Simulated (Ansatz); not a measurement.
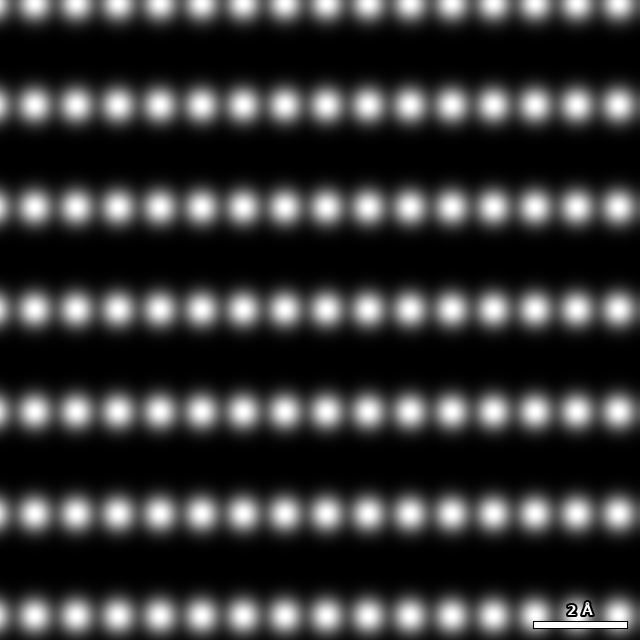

HAADF-like image of W (Im-3m, No. 229) along [211]. Simulated incoherent Z contrast: every atom adds Z^1.7 spread by a probe of 0.50 Å full width; channelling and multiple scattering are left out. The display is stretched by a gamma of 0.65; percentages refer to the linear signal. Atomic positions: the input geometry of an electronic-structure calculation (not necessarily at equilibrium).

Describe what the image shows.

Answer. The columns repeat on a rectangular net of 0.91 × 2.23 Å (plane group p2mm). All columns are alike (W). The shortest distance between visible columns is 0.91 Å in projection. Along the beam the structure repeats every 7.74 Å.
